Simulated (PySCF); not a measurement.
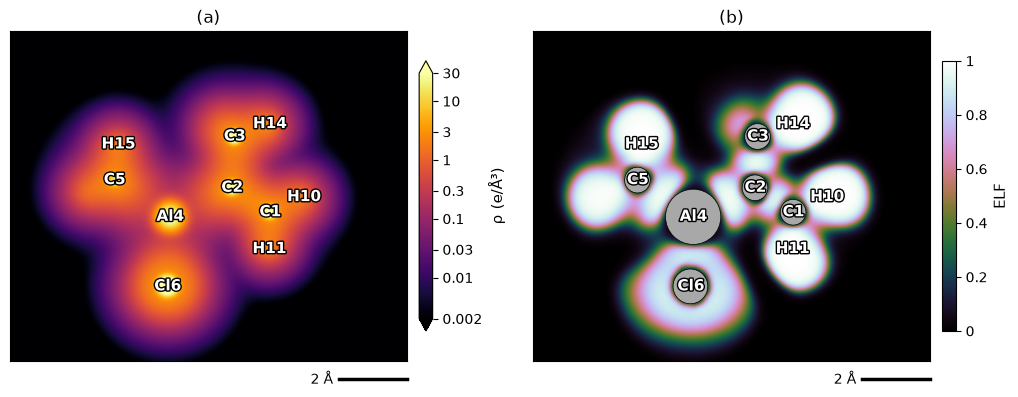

Figure. C$_{6}$H$_{11}$AlClN. (a) electron density; (b) ELF on the plane of atoms C2, C3 and H14. Grey discs cover the atomic cores in the ELF map.

Geometry: GFN2-xTB.

Theory: PBE0/pcSseg-1, SCF density, gas phase, non-relativistic in PySCF.

```xyz
20

C    -1.6943   -1.0481    1.4276
C    -1.4517   -0.3409    0.3244
C    -2.0496   -0.7755   -0.9879
Al   -0.2933    1.3036    0.3326
C    -0.3918    2.5860   -1.1897
Cl    0.3083    1.9923    2.1740
N     1.4006    0.2444   -0.1318
C     2.1887   -0.5284    0.1802
C     3.1643   -1.4921    0.5643
H    -2.3152   -1.9384    1.4402
H    -1.2836   -0.7523    2.3828
H    -1.2667   -0.8657   -1.7409
H    -2.7465   -0.0153   -1.3399
H    -2.5786   -1.7263   -0.9079
H    -0.5791    2.0900   -2.1452
H     0.5339    3.1593   -1.3142
H    -1.1861    3.3305   -1.0738
H     3.7965   -1.0682    1.3442
H     2.6604   -2.3777    0.9514
H     3.7783   -1.7664   -0.2932
```

Q: What does the map show?

A:
- Atoms in the plane: C, Al, Cl and H.
- C–C (1.33 Å): ρ is about 2.3 e/Å³ halfway; the ELF peaks at about 0.90 between the atoms (a multiple bond).
- C–Al (1.99 Å): ρ at the midpoint is about 0.68 e/Å³; the ELF peaks at about 0.95 between the atoms; a shared but strongly polarised pair.
- Al–Cl (2.06 Å): the density is about 0.78 e/Å³ at the midpoint; the ELF peaks at about 0.90 in the valence shell of Cl, 0.9 Å from its nucleus, and is about 0.80 at the midpoint.
- C–H (1.08 Å): ρ at the midpoint is about 2 e/Å³; the ELF climbs to about 1 towards the hydrogen, as it does in any bond to H; an ordinary covalent bond to hydrogen.
- The ELF also peaks beside Cl6, away from the bonds: lone-pair regions.
